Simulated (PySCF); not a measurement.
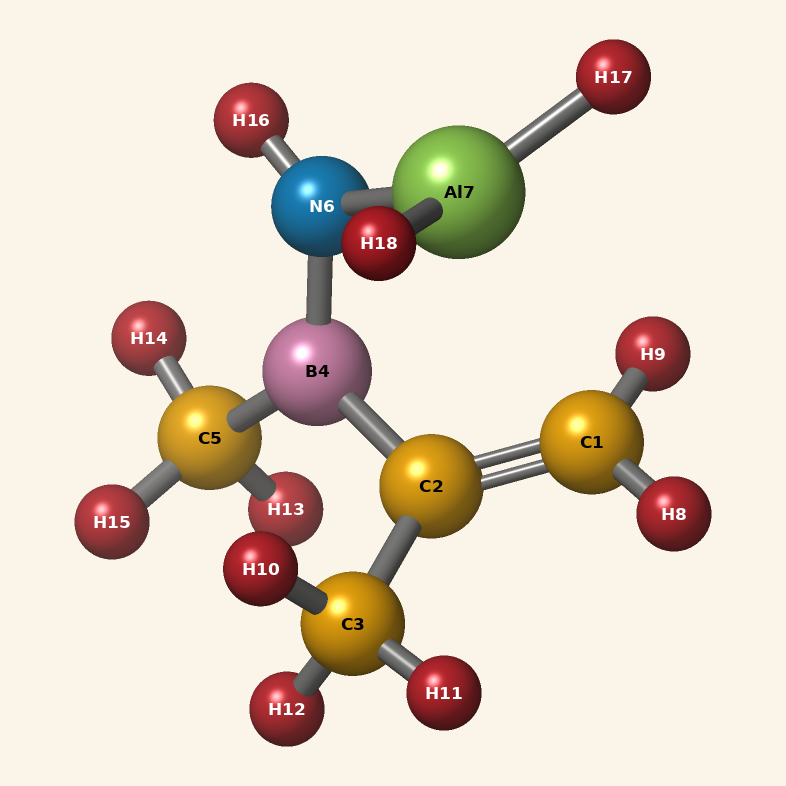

The computed structure is the end point of a GFN2-xTB optimisation. No frequency run is at hand to confirm it as a minimum. Electric field gradients from the ground-state density, PBE0/pcSseg-1 (PySCF 2.14.0), non-relativistic apart from any core potentials.

Give the largest field-gradient component, the quadrupole coupling constant and the asymmetry for 11B at B4 (Q = 40.59 mb), 14N at N6 (Q = 20.44 mb), 27Al at Al7 (Q = 146.6 mb), 2H at H8 (Q = 2.86 mb), 2H at H9 (Q = 2.86 mb).

```tsv
atom	V_zz (a.u.)	e²qQ/h (MHz)	η
B4	0.401	3.82	0.12
N6	0.399	1.92	0.32
Al7	1.119	38.5	0.32
H8	0.325	0.218	0.05
H9	0.315	0.212	0.06
```

The geometry is semi-empirical. Around Al, B such bond lengths and angles can be off by a tenth of an ångström or more and by several degrees, and values that hang on the shape move with them.
